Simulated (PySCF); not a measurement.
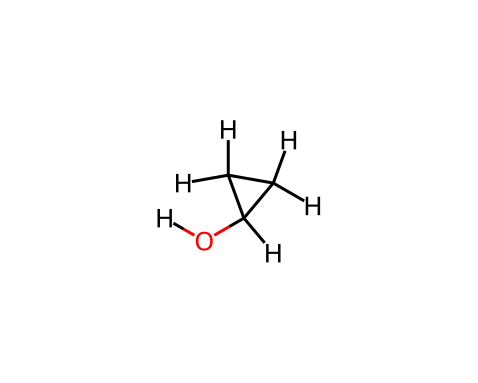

2D structure.

> Write the SMILES.

OC1CC1

> Give the formula, hydrogens included.

C3H6O.

> An optimisation with PBE0-D3(BJ)/def2-SVP gave a structure of which point group?

C1.

The parts below concern this one geometry. Atoms keep their numbers from picture to picture. Computed geometry: PBE0-D3(BJ)/def2-SVP optimisation. No frequency run is at hand to confirm it as a minimum.

### Excitation

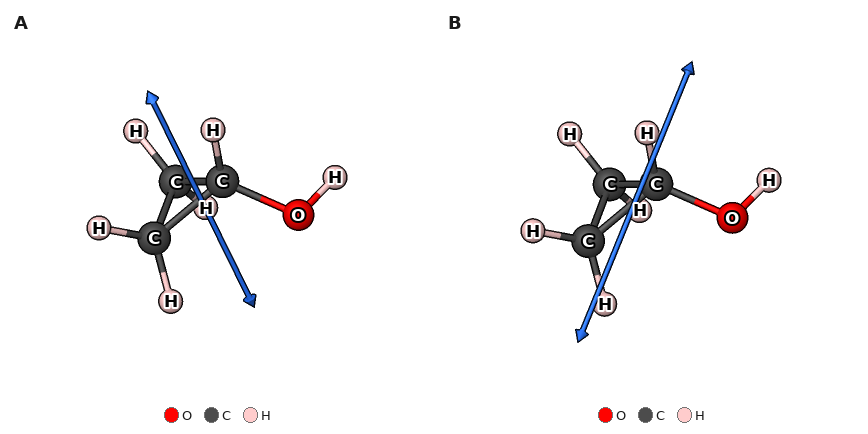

The double arrows show the directions of two transition dipoles from the ground state (lengths mean nothing). No frequency run is at hand to confirm it as a minimum. Method: TDDFT ωB97X-D/def2-SVPD, vertical, gas phase, core orbitals frozen in the response (PySCF 2.14.0).

> One belongs to singlet state 3 and one to singlet state 7. Which is which?

A: state 3, 8.24 eV (150 nm), oscillator strength 0.015, of mixed character, with the largest part HOMO → LUMO+1 (weight 0.41).
B: state 7, 8.94 eV (139 nm), oscillator strength 0.051, mainly HOMO−1 → LUMO+2 (weight 0.61).

### Core levels

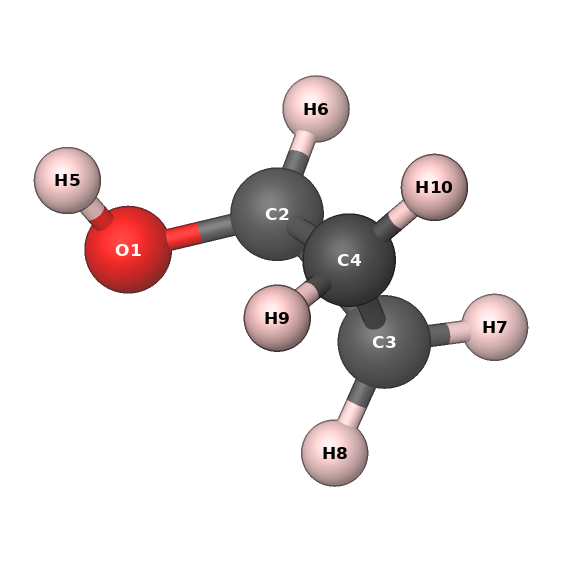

No frequency run is at hand to confirm it as a minimum. Method: delta-SCF UKS SCAN, pcX-2 on the ionised atom, pcseg-1 elsewhere, spin-free X2C (PySCF 2.14.0).

Give the core-electron binding energies (to vacuum) of O1 1s, C2 1s, C3 1s.

| atom | level | binding energy (eV) |
| --- | --- | --- |
| O1 | 1s | 538.9 |
| C2 | 1s | 292.2 |
| C3 | 1s | 290.7 |

### NMR shielding

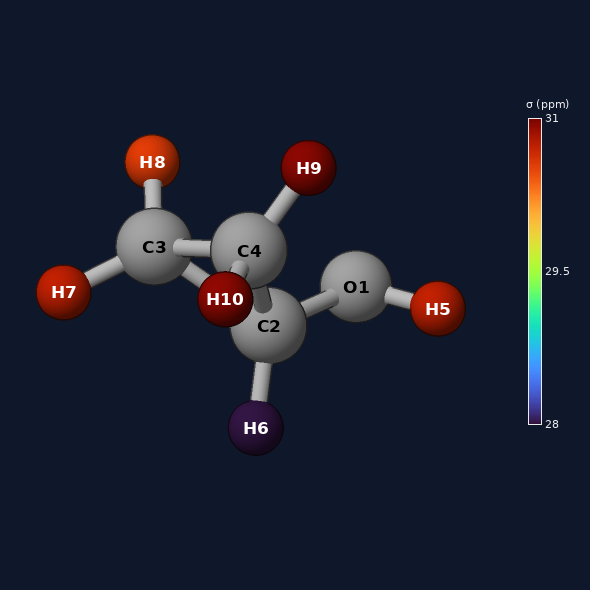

Atoms are coloured by their isotropic NMR shieldings (H only, the others grey). No frequency run is at hand to confirm it as a minimum. Properties computed with GIAO PBE0/pcSseg-1 NMR shielding, non-relativistic, gas phase (PySCF 2.14.0).

List the isotropic NMR shieldings of the H atoms.

| atom | σ (ppm) |
| --- | --- |
| H5 | 30.74 |
| H6 | 28.02 |
| H7 | 30.73 |
| H8 | 30.56 |
| H9 | 30.94 |
| H10 | 30.94 |

### Ring current

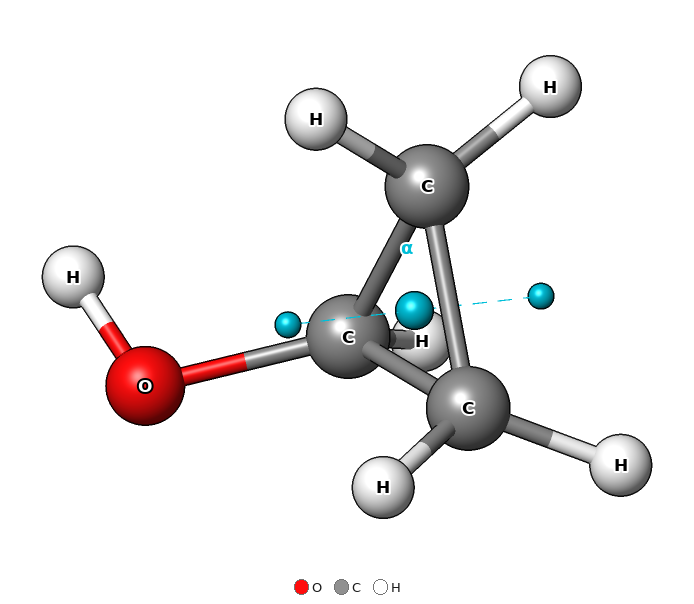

The small points mark where nucleus-independent chemical shifts (NICS) were computed: at the centre of each lettered ring and 1 Å above and below it. No frequency run is at hand to confirm it as a minimum. Level of theory: GIAO PBE0/pcSseg-1 NMR shielding, non-relativistic, gas phase (PySCF 2.14.0).

Give NICS(0), NICS(1) and the out-of-plane component NICS(1)zz for each ring (means of the two sides).

```csv
ring,members,NICS(0),NICS(1),NICS(1)zz
α,C3,−41.0,−8.3,−20.7
```

Values in ppm.
